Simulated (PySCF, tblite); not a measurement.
**C6H9O2 radical: geometry, infrared bands and EPR parameters**

Wanted: the infrared bands and EPR parameters of C6H9O2 radical (`[CH2]C/C(C)=C/OC=O`), by calculation.

Programs: tblite 0.8.0 and PySCF 2.14.0, with density-fitted response routines of our own. Each step states its level of theory. These are calculated values for one molecule in the gas phase, unless marked as measured. Atoms count from 0, in the outputs and in this text.

## (1) The starting structure

17 atoms, charge 0, multiplicity 2; geometry from: force field or distance geometry start.

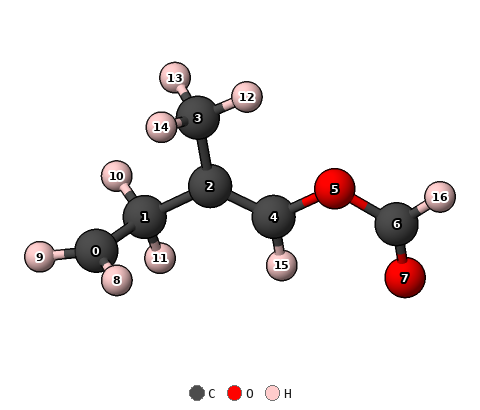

The starting geometry (carbon dark grey, oxygen red, hydrogen pink), atoms numbered.

## (2) Geometry optimisation with GFN2-xTB

Job settings and geometry (Å):

```
{"job": {"kind": "relax", "xc": "GFN2-xTB", "basis": "xTB"}, "charge": 0, "multiplicity": 2}
C     -2.417500     0.107900     0.897600
C     -1.628100    -0.452900    -0.231000
C     -0.230200     0.136700    -0.287300
C     -0.153900     1.561500    -0.807100
C      0.839000    -0.582300     0.064300
O      2.134600    -0.074200    -0.005900
C      3.139100    -0.937300     0.335700
O      3.046700    -2.102000     0.694100
H     -1.957900     0.321600     1.856600
H     -3.512500     0.088000     0.849000
H     -2.146100    -0.284900    -1.172200
H     -1.577200    -1.548300    -0.089800
H      0.872900     1.913800    -0.865800
H     -0.595400     1.624000    -1.798600
H     -0.691400     2.244600    -0.128000
H      0.772000    -1.600700     0.427000
H      4.098800    -0.403400     0.251600
```

Started as:

```console
OMP_NUM_THREADS=1 python probes_run.py task.json out
```

This one command runs all jobs of the session in turn.

**Question.** This job is followed by: GFN2-xTB harmonic vibrations, gas phase; UKS B3LYP, pcH-1 on C H O, non-relativistic, mean-field spin-orbit, GIAO. Predict these results of the whole session: strongest single infrared mode (GFN2-xTB); zero-point energy (GFN2-xTB); g(iso) (B3LYP); ⟨S²⟩; largest a(iso) (averaged by class); surface potential, least and greatest.

**Answer**, as computed:

```
                                 quantity                  value
strongest single infrared mode (GFN2-xTB)  1779 cm⁻¹, 638 km/mol
             zero-point energy (GFN2-xTB)          82.9 kcal/mol
                           g(iso) (B3LYP)                2.00265
                                     ⟨S²⟩     0.754 (exact 0.75)
       largest a(iso) (averaged by class)    13C on C0, 90.1 MHz
    surface potential, least and greatest     -1.55 V and 1.12 V
```

What this shows: The optimisation took 77 steps and gained 0.135 eV; among the close pairs (by a distance rule), O5–C6 changed most, from 1.368 to 1.324 Å. The lowest mode is imaginary (51i cm⁻¹), so the xTB geometry is not a minimum. The strongest single mode, at 1779 cm⁻¹, moves mainly C6 and O7. GFN2-xTB is a fitted tight-binding method: band positions and strengths are rough. Its intensities can rank the bands wrongly. Most of the unpaired spin sits on C0 (1.08 e). The isotropic g lies 0.3 ppt above the free-electron value.
